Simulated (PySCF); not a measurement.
Input

```
{"job": {"kind": "inter", "xc": "wB97M-D3(BJ)", "basis": "def2-SVPD", "pairs": false}, "charge": 0, "multiplicity": 1, "parts": [{"atoms": "0-3", "charge": 0, "multiplicity": 1}, {"atoms": "4-10", "charge": 0, "multiplicity": 1}]}
F     -0.228655    -1.161512     0.910965
P      0.510937     0.271280     0.743482
F      0.862177     0.017431    -0.833529
F     -0.800613     1.164553     0.409925
C     -1.873568     0.202907     3.140849
N     -0.458223     0.528149     3.053183
H     -2.433616     0.851526     2.455909
H     -2.294173     0.313691     4.153583
H     -2.024149    -0.832137     2.809997
H      0.101840    -0.067202     3.656053
H     -0.276567     1.489540     3.326465
```

Command:

```sh
OMP_NUM_THREADS=1 python cluster_run.py task.json out
```

Geometry: PBE0-D3(BJ)/def2-SVPD.

The calculation used wB97M-D3(BJ)/def2-SVPD, SCF density, gas phase (PySCF).

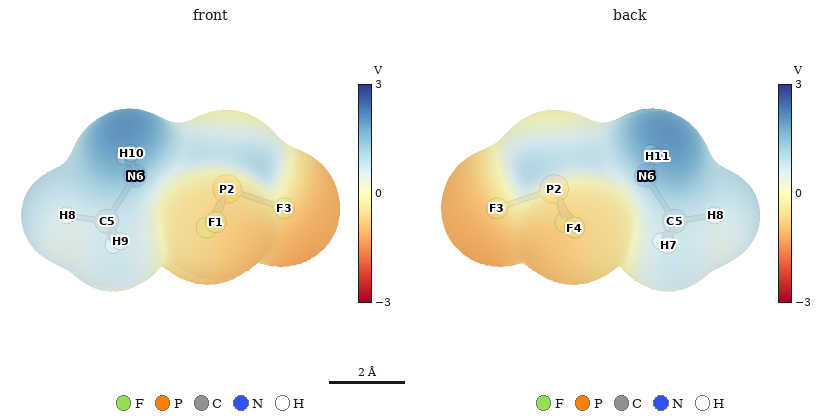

PF3···CH5N (SMILES FP(F)F.CN). The electrostatic potential painted on the density surface at 0.002 e/bohr³, seen from the front and from behind; red is negative and blue positive.

Which sites attract a positive test charge, and which a negative one?

Answer. A positive charge is drawn to the negative regions and a negative charge to the positive ones. The most negative region (about −1.2 V) lies over F3, the most positive (about +2.0 V) over H10 and H11.

How polar is the complex by this calculation?

Answer. Its dipole moment is 4.43 D.
